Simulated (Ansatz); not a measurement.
# C2H3BO2: small, medium and large basis sets

Aim: see how fast density functionals converge with the basis set for C2H3BO2.

The runs use Ansatz 0.2.0, Gaussian basis; one geometry, several basis sets.

Plan: PBE0-D4/def2-SVP; ωB97M-V/def2-SVP; PBE0-D4/def2-QZVPP; ωB97M-V/def2-QZVPP; the functionals' def2-TZVPP values are taken from earlier runs.

## (1) The geometry

The geometry comes from an earlier relaxation with PBE0-D4 in a triple-zeta def2 set; it is a stationary point, not always the lowest conformer.

SMILES `O=C1CBO1`, 8 atoms, charge 0, spin multiplicity 1.

Atoms are counted from 1 here; the program's logs count them from 0.

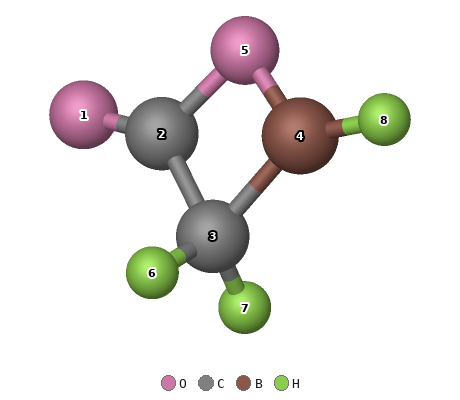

The structure; oxygen pink, carbon grey, boron brown, hydrogen green; atoms are numbered from 1 in the order of the file.

## (2) PBE0-D4 in def2-SVP

Input file in.yaml:

```yaml
crystal:
  periodic: [false, false, false]
  atoms:
    - {symbol: O, position_ang: [-1.022044, 1.632490, -1.067749]}
    - {symbol: C, position_ang: [-0.518061, 0.676990, -0.600214]}
    - {symbol: C, position_ang: [0.340119, 0.311120, 0.598553]}
    - {symbol: B, position_ang: [0.192005, -1.103849, -0.081035]}
    - {symbol: O, position_ang: [-0.587315, -0.631657, -1.124527]}
    - {symbol: H, position_ang: [1.315853, 0.799464, 0.602088]}
    - {symbol: H, position_ang: [-0.148506, 0.493803, 1.556907]}
    - {symbol: H, position_ang: [0.520149, -2.235462, 0.059977]}
basis:
  gaussian: {orbitals: def2-SVP}
hamiltonian: {xc: pbe0, dispersion: d4}
output: {orbitals: {seedname: orbitals}}
```

On the command line:

```sh
$ ansatz run in.yaml --threads 2 --pin off --events-out ev --progress --plain --max-ram 4352MiB
```

The runs that follow: ωB97M-V in def2-SVP; PBE0-D4 in def2-QZVPP; ωB97M-V in def2-QZVPP.

**Question.** What will the summary of the whole plan be? Wanted: PBE0-D4: double and triple zeta above quadruple; ωB97M-V: double and triple zeta above quadruple.

The runs gave:

```
                                       quantity          value
PBE0-D4: double and triple zeta above quadruple  8.23, 0.37 eV
ωB97M-V: double and triple zeta above quadruple  8.46, 0.35 eV
```

What this shows: For PBE0-D4 the step from double to triple zeta gains 7.86 eV and the next only 0.37 eV. These are total energies; as a rule much of such shifts cancels in differences, which this series doesn't test.
